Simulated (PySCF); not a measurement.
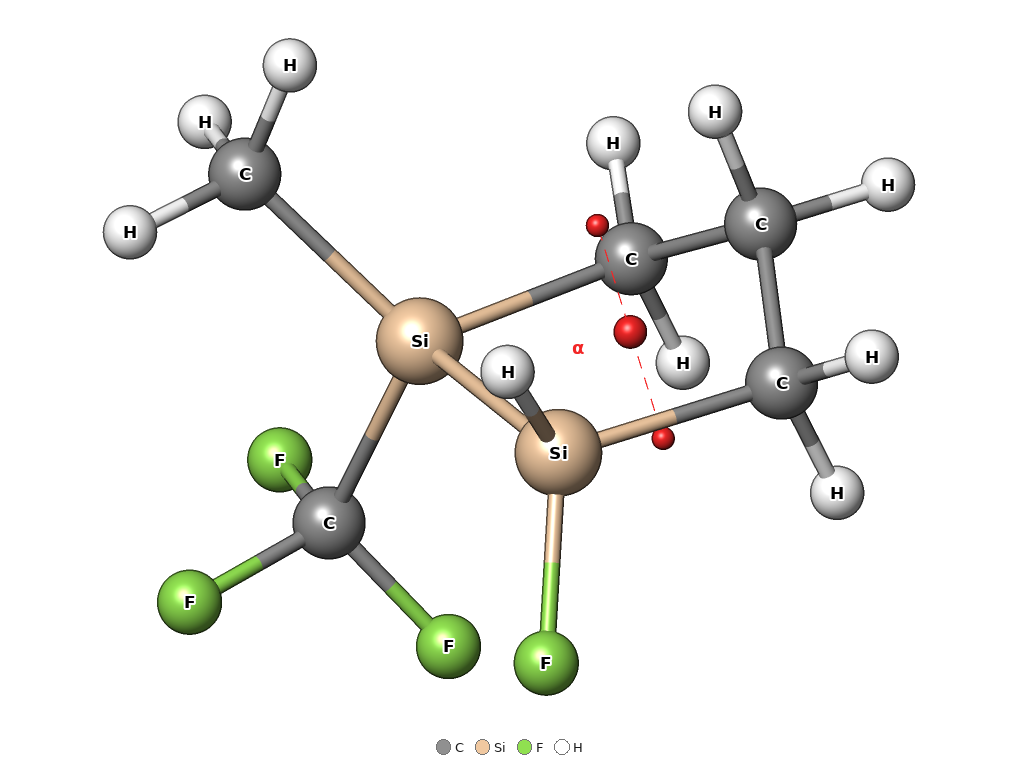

The small points mark where nucleus-independent chemical shifts (NICS) were computed: at the centre of each lettered ring and 1 Å above and below it. Computed geometry: PBE0-D3(BJ)/def2-SVP optimisation. No frequency run is at hand to confirm it as a minimum. Properties computed with GIAO PBE0/pcSseg-1 NMR shielding, non-relativistic, IEF-PCM tetrahydrofuran (PySCF 2.14.0).

Give NICS(0), NICS(1) and the out-of-plane component NICS(1)zz for each ring (means of the two sides).

```tsv
ring	members	NICS(0)	NICS(1)	NICS(1)zz
α	C3Si2	−3.7	−3.5	−0.6
```

Values in ppm.

What do the values say about the ring currents?

Ring α: weak, as in a non-aromatic ring. NICS is one index among several.
